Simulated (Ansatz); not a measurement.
**Cl3FSi2 (SMILES F[Si](Cl)(Cl)[Si]Cl): density, localisation and related maps**

```xyz
6

Cl   -0.4411   -0.9509   -1.4421
Cl    2.0226    1.0812   -0.3451
Cl    0.0783   -1.8387    2.2810
F    -0.8323    1.8665   -0.6160
Si   -0.3116    0.2256    2.2604
Si    0.0137    0.5812   -0.1296
```

Geometry: B3LYP/6-31G*.

The calculation used Ansatz, isolated molecule in a Gaussian basis; Kohn-Sham density functional theory, functional PBE0.

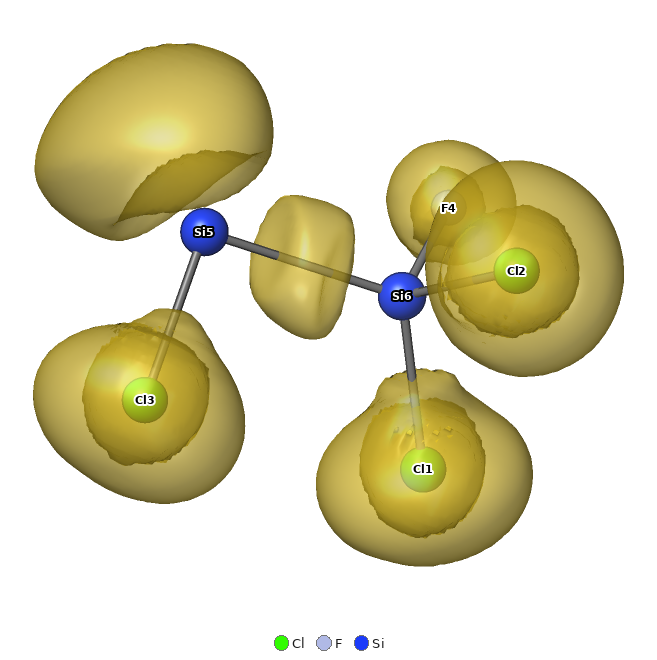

Figure 1. Isosurface of the ELF at 0.8 (yellow), seen at a tilt. Only the valence region is drawn (cores and ρ < 0.01 e/Å³ removed).

Identify the bonds, lone pairs and shells in this picture.

The ELF exceeds this value in one region between bonded Si–Si atoms (shared pairs), three regions on Cl in which the atom's valence shell and bonds are merged, one lobe on Si, pointing away from the bonds (lone pairs) and one region wrapped around F (its lone pairs, merged into a ring or cap). Along the contacts the grid gives the following. Si–F (1.61 Å): the ELF peaks at about 0.85 in the valence shell of F, 0.6 Å from its nucleus, and is about 0.45 at the midpoint. Si–Cl (2.07 Å): the ELF peaks at about 0.90 between the atoms: a shared but strongly polarised pair.

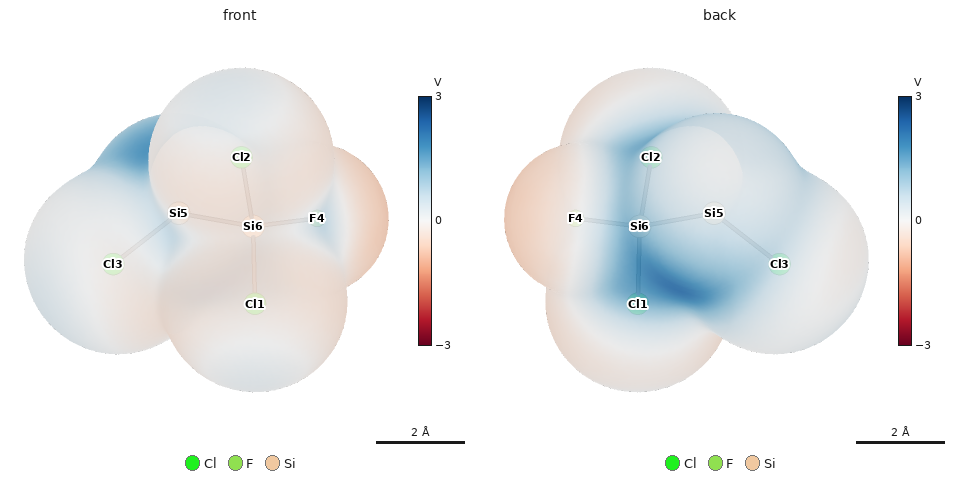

Figure 2. The molecular electrostatic potential painted on the density surface at 0.001 e/bohr³, seen from the front and from behind; the colour scale runs from red (negative) to blue (positive).

Describe the electrostatic potential map.

The most negative region (about −0.7 V) lies over F4, the most positive (about +2.1 V) over Si5. Cl1 shows a σ-hole: about +0.2 V at the tip opposite its bond, against about −0.3 V on its flanks.

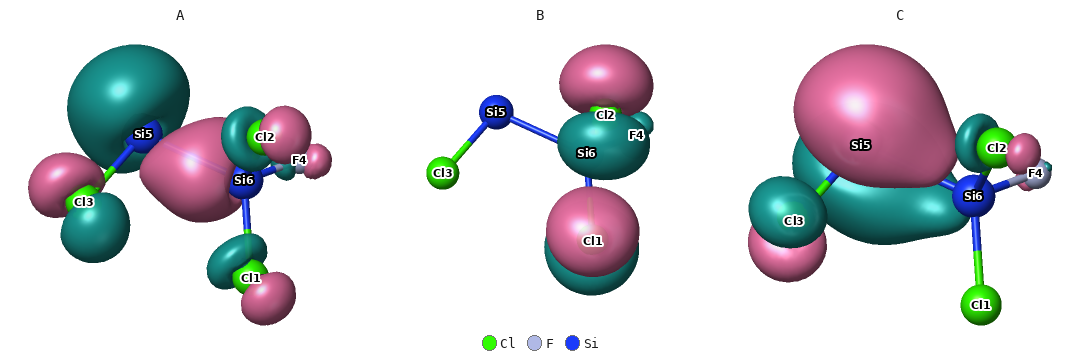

Figure 3. Three frontier orbitals at ±0.1 Å⁻³ᐟ² (teal and pink are the two phases), in no order.

Which picture is the HOMO−1, the HOMO and the LUMO?

B is the HOMO−1 (−9.58 eV). It lies mainly on Cl1 (about 45 %) and Cl2 (about 45 %); largely a combination of lone pairs on Cl1 and Cl2. A is the HOMO (−7.34 eV). Its weight (Hirshfeld) is mainly on Si5 (about 50 %), Si6 (about 20 %), Cl3 (about 15 %) and Cl1 (about 5 %). C is the LUMO (−3.92 eV). It lies mainly on Si5 (about 75 %) and Cl3 (about 10 %).

What is the HOMO–LUMO gap?

3.42 eV between the orbital energies.
